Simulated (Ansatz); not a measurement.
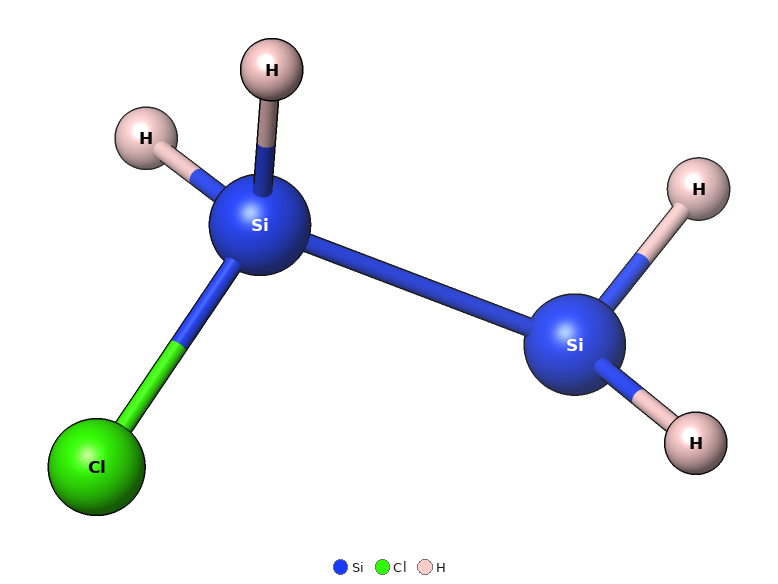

Rendered structure (ball-and-stick style).

The species is neutral and a spin doublet. Computed geometry: PBE0-D4/def2-TZVP optimisation. No frequency run is at hand to confirm it as a minimum.

Count the atoms of each element.

ClH₄Si₂, 7 atoms: 1 chlorine, 4 hydrogen and 2 silicon.

Give a SMILES string for it.

[SiH2][SiH2]Cl

Give the symmetry (Schoenflies symbol).

C1.

Does it have rings?

It has no ring.

The parts below concern this one geometry. Atoms keep their numbers from picture to picture.

**Geometry**

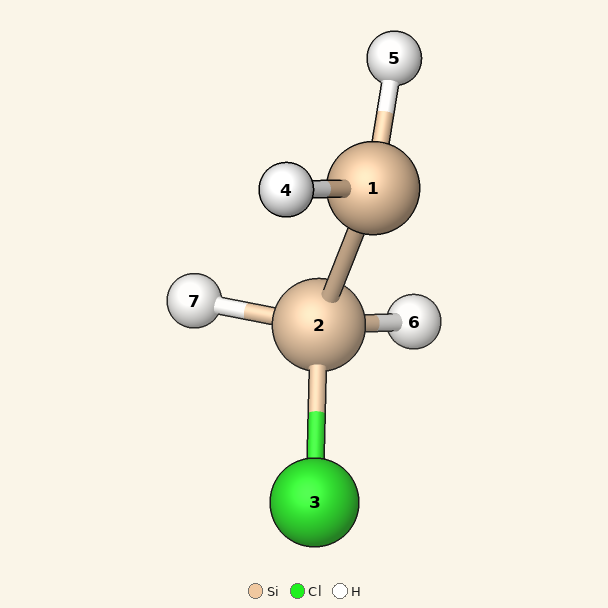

Atoms carry their numbers in the input. No frequency run is at hand to confirm it as a minimum.

Which atoms are bonded, and how long are the bonds?

| bond | length (Å) | order |
| --- | --- | --- |
| Si1–Si2 | 2.324 | single |
| Si1–H4 | 1.487 | single |
| Si1–H5 | 1.489 | single |
| Si2–Cl3 | 2.062 | single |
| Si2–H6 | 1.484 | single |
| Si2–H7 | 1.486 | single |

**Electronic properties**

No frequency run is at hand to confirm it as a minimum. Method: UKS r2SCAN-D4/def2-TZVPP (Ansatz 0.2.0).

What is the ⟨S²⟩ of the determinant?

0.757.

What is the dispersion correction?

−3.7 kJ/mol.

**Charges**

The questions are on Mulliken charges. No frequency run is at hand to confirm it as a minimum. Level of theory: UKS PBE0-D4/def2-TZVP (Ansatz 0.2.0).

Which atom carries the highest charge (most positive or least negative)?

Si2 (0.25 e).

And the lowest?

Cl3 (−0.24 e).

List the Mulliken charges.

```
atom  value (e)
 Si1      −0.03
 Si2       0.25
 Cl3      −0.24
  H4       0.02
  H5       0.01
  H6       0.00
  H7       0.00
```

**Dipole moment**

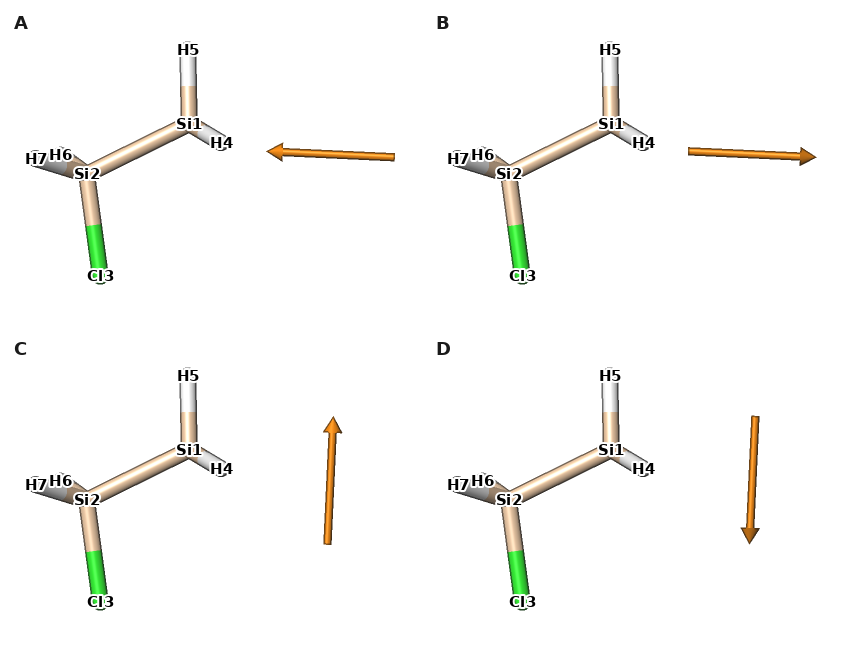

The same molecule four times, each with an arrow. No frequency run is at hand to confirm it as a minimum. Level of theory: UKS PBE0-D4/def2-TZVP (Ansatz 0.2.0).

Which arrow points along the dipole moment, from the negative to the positive end?

C. The dipole moment is 1.30 D; it points from the side of Cl3 to the side of H5 (the outermost atoms at the two ends).

Mulliken values depend strongly on the basis set and can even reverse the polarity of a bond.
